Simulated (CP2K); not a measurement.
**CH7Si2 (SMILES [SiH2]C[SiH3]) at GFN1-xTB**

Aim: the vertical doublet–quartet gap of CH7Si2 at GFN1-xTB, from 2 runs. 

Program for the calculation: CP2K 2026.2.

2 further runs of the same task are left out: 2 set aside as unsound or not needed.

## 1. The structure to begin with

CH7Si2: 10 atoms, total charge 0, spin state doublet. As SMILES, `[SiH2]C[SiH3]`. The coordinates come from a PBE0-D4/def2-TZVP relaxation. This is one conformer, not always the lowest.

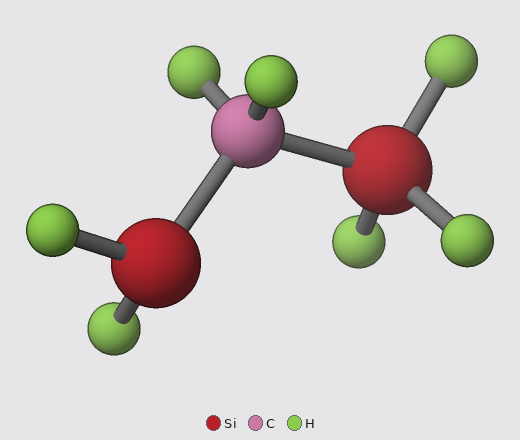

Viewed from a chosen angle; silicon red, carbon pink, hydrogen green.

## 2. Energy and forces at GFN1-xTB

Contents of calc.inp:

```
&force_eval
    method QS
    &dft
        charge 0
        multiplicity 2
        spin_polarized T
        &qs
            method XTB
            eps_default 1.0E-10
            &xtb
                gfn_type 1
                check_atomic_charges F
            &end xtb
        &end qs
        &poisson
            periodic NONE
            poisson_solver ANALYTIC
        &end poisson
        &scf
            scf_guess ATOMIC
            eps_scf 1.0E-06
            max_scf 30
            &ot ON
                minimizer DIIS
                preconditioner FULL_SINGLE_INVERSE
            &end ot
            &outer_scf
                eps_scf 1.0E-06
                max_scf 8
            &end outer_scf
        &end scf
        &print
            &moments
                periodic F
                reference COM
                max_moment 1
            &end moments
            &mo_cubes
                nlumo 1
                nhomo -1
                write_cube F
            &end mo_cubes
            &hirshfeld OFF
            &end hirshfeld
        &end print
    &end dft
    &subsys
        &cell
            abc [angstrom] 14.5 13.8 13.9
            periodic NONE
        &end cell
        &coord
            Si    -1.438000     0.822800    -0.577200
            C      0.378300     0.374400    -0.452000
            Si     0.787800    -0.730900     1.004300
            H     -2.277800    -0.389200    -0.787600
            H     -1.704800     1.817100    -1.655100
            H      0.682500    -0.128800    -1.378000
            H      0.966600     1.294300    -0.375300
            H     -0.039400    -1.966200     0.957300
            H      0.504900    -0.021100     2.279700
            H      2.222800    -1.123600     0.987000
        &end coord
        &topology
            &center_coordinates
            &end center_coordinates
        &end topology
    &end subsys
    &print
        &forces ON
        &end forces
    &end print
&end force_eval
&global
    project calc
    run_type ENERGY_FORCE
    print_level MEDIUM
&end global
```

Command:

```sh
$ OMP_NUM_THREADS=1 cp2k.psmp -i calc.inp > calc.out 2>&1
```

The log of the run:

```text
CP2K| version string:                                       CP2K version 2026.2
[...]
 GLOBAL| Method name                                                        CP2K
[...]
 GLOBAL| Run type                                                   ENERGY_FORCE
[...]
                             - Atoms:                                         10
[...]
                             - Spherical basis functions:                     36
[...]
 Number of electrons:                                                         10
[...]
     1 OT DIIS     0.80E-01    0.0     0.01429549        -9.4942432023 -9.49E+00
[...]
    13 OT DIIS     0.80E-01    0.0     0.00000095        -9.5057227727 -1.96E-10
  *** SCF run converged in    13 steps ***
[...]
 TB_DIPOLE| Moment [Debye]          0.29128448       0.44117568      -0.19813267
 TB_DIPOLE| Derivative [a.u.]       0.00000000       0.00000000       0.00000000
[...]
 ENERGY| Total FORCE_EVAL ( QS ) energy [hartree]             -9.505722772780796
 FORCES| Atomic forces [hartree/bohr]
 FORCES|   Atom     x               y               z               |f|
 FORCES|      1 -2.13539041E-02  7.82331655E-03  9.57045290E-03   2.46736108E-02
 FORCES|      2  7.11214922E-03 -3.18284215E-03 -6.44324043E-03   1.01108109E-02
 FORCES|      3  7.98260571E-04 -1.06193518E-02  1.56765032E-02   1.89515330E-02
 FORCES|      4  5.52796536E-03  5.55075455E-03 -5.05389747E-03   9.32261533E-03
 FORCES|      5  1.79120264E-03 -9.10257486E-03  1.00206611E-03   9.33109921E-03
 FORCES|      6  4.22984366E-03 -9.75514988E-05 -5.98310134E-03   7.32793254E-03
 FORCES|      7  3.60227285E-03  4.26964418E-03 -2.03945496E-03   5.94689899E-03
 FORCES|      8  6.38962414E-03  8.22504725E-03  1.12861300E-03   1.04762811E-02
 FORCES|      9  2.53789195E-03 -5.61376667E-03 -8.40052658E-03   1.04174910E-02
 FORCES|     10 -1.06353063E-02  2.74732448E-03  5.42585592E-04   1.09978148E-02
 FORCES| Sum     2.35922393E-16 -2.63244287E-16 -1.07119175E-16
 FORCES| Total atomic force                                       3.69366279E-16
[...]
```

Wall time 1 s (1 thread of Intel Xeon 6975P-C (Granite Rapids), shared host); peak memory 0.19 GiB.

## 3. The quartet, same level

Contents of gas.inp:

```
&GLOBAL
    PROJECT gas
    RUN_TYPE ENERGY_FORCE
    PRINT_LEVEL MEDIUM
&END GLOBAL

&FORCE_EVAL
    METHOD QS
    &DFT
        MULTIPLICITY 4
        UKS T
        &QS
            METHOD XTB
            EPS_DEFAULT 1.0E-10
            &XTB
                GFN_TYPE 1
                CHECK_ATOMIC_CHARGES F
            &END XTB
        &END QS
        ! no periodic images
        &POISSON
            PERIODIC NONE
            POISSON_SOLVER ANALYTIC
        &END POISSON
        &SCF
            SCF_GUESS ATOMIC
            EPS_SCF 1.0E-06
            MAX_SCF 100
            &DIAGONALIZATION
                ALGORITHM STANDARD
            &END DIAGONALIZATION
            &MIXING
                METHOD BROYDEN_MIXING
                ALPHA 0.4
                NBUFFER 8
            &END MIXING
        &END SCF
        ! extra output
        &PRINT
            &MOMENTS
                PERIODIC F
                REFERENCE COM
                MAX_MOMENT 1
            &END MOMENTS
            &MO ON
                ENERGIES T
                OCCUPATION_NUMBERS T
                NDIGITS 6
                &EACH
                    QS_SCF 0
                &END EACH
                ADD_LAST NUMERIC
            &END MO
            &HIRSHFELD OFF
            &END HIRSHFELD
        &END PRINT
    &END DFT
    ! structure
    &SUBSYS
        &CELL
            ABC 14.5 13.8 13.9
            PERIODIC NONE
        &END CELL
        &COORD
            Si    -1.438000     0.822800    -0.577200
            C      0.378300     0.374400    -0.452000
            Si     0.787800    -0.730900     1.004300
            H     -2.277800    -0.389200    -0.787600
            H     -1.704800     1.817100    -1.655100
            H      0.682500    -0.128800    -1.378000
            H      0.966600     1.294300    -0.375300
            H     -0.039400    -1.966200     0.957300
            H      0.504900    -0.021100     2.279700
            H      2.222800    -1.123600     0.987000
        &END COORD
        &TOPOLOGY
            &CENTER_COORDINATES
            &END CENTER_COORDINATES
        &END TOPOLOGY
    &END SUBSYS
    ! extra output
    &PRINT
        &FORCES ON
        &END FORCES
    &END PRINT
&END FORCE_EVAL
```

Command:

```sh
$ OMP_NUM_THREADS=1 cp2k.psmp -i gas.inp -o gas.out
```

The log of the run:

```text
CP2K| version string:                                       CP2K version 2026.2
[...]
 GLOBAL| Method name                                                        CP2K
[...]
 GLOBAL| Run type                                                   ENERGY_FORCE
[...]
                             - Atoms:                                         10
[...]
                             - Spherical basis functions:                     36
[...]
 Number of electrons:                                                         11
[...]
     1 NoMix/Diag. 0.40E+00    0.0     0.24053940        -9.2609512550 -9.26E+00
[...]
    66 Broy./Diag. 0.40E+00    0.0     0.00000017        -9.2662553803  1.16E-07
  *** SCF run converged in    66 steps ***
[...]
 TB_DIPOLE| Moment [Debye]          0.35571924       0.52046316      -0.39098693
 TB_DIPOLE| Derivative [a.u.]       0.00000000       0.00000000       0.00000000
[...]
 ENERGY| Total FORCE_EVAL ( QS ) energy [hartree]             -9.266255424432375
 FORCES| Atomic forces [hartree/bohr]
 FORCES|   Atom     x               y               z               |f|
 FORCES|      1 -4.17302163E-02  1.71819889E-02  6.89568439E-03   4.56528439E-02
 FORCES|      2  2.40702979E-02  3.77220306E-03 -2.44729929E-02   3.45331166E-02
 FORCES|      3  8.95212586E-03 -2.79576205E-02  3.75180568E-02   4.76379438E-02
 FORCES|      4  8.73795964E-03  5.08669198E-03 -4.32643002E-03   1.09974711E-02
 FORCES|      5 -4.39876418E-03 -6.44947633E-03 -8.96387738E-04   7.85801389E-03
 FORCES|      6  3.43191308E-03  6.04872531E-04 -1.91904667E-03   3.97827077E-03
 FORCES|      7  4.25807904E-04  3.38094023E-05 -1.50165089E-03   1.56122095E-03
 FORCES|      8  5.64607658E-03  9.00750987E-03 -3.79716416E-03   1.12885726E-02
 FORCES|      9  2.56989703E-03 -1.74748115E-03 -1.09918293E-02   1.14227130E-02
 FORCES|     10 -7.70509752E-03  4.67502214E-04  3.49176050E-03   8.47227700E-03
 FORCES| Sum     2.55004351E-16 -3.60714063E-16  7.84962373E-17
 FORCES| Total atomic force                                       4.48668601E-16
[...]
```

It took 0.97 s on 1 thread of Intel Xeon 6975P-C (Granite Rapids), shared host; peak memory 0.19 GiB.

## 4. What came out

Level: GFN1-xTB.

| quantity | value |
| --- | --- |
| doublet: total energy | -9.50572 Eh |
| doublet: dipole moment (from atomic charges alone) | 0.56 D |
| doublet: HOMO energy (highest over α and β) | -8.68 eV |
| doublet: dispersion energy | -8.62 kJ/mol |
| doublet: largest force on an atom | 1.269 eV/Å |
| quartet: total energy | -9.26626 Eh |
| quartet: dipole moment (from atomic charges alone) | 0.74 D |
| quartet: HOMO energy (highest over α and β) | -5.56 eV |
| quartet: dispersion energy | -8.62 kJ/mol |
| quartet: largest force on an atom | 2.450 eV/Å |
| vertical energy of the quartet above the doublet | 6.516 eV |

What this shows: The method runs without spin polarisation, so open shells lack the exchange term that lowers high spin: such gaps come out too high and can have the wrong sign. The largest force (doublet) is 1.27 eV/Å: the shape isn't a stationary point for this species at this level. At this shape the quartet lies 6.52 eV (629 kJ/mol) above the doublet. The dipole (doublet) comes from point charges on the atoms alone, without atomic dipoles, so it is partial. The dipole (quartet) comes from point charges on the atoms alone, without atomic dipoles, so it is partial.
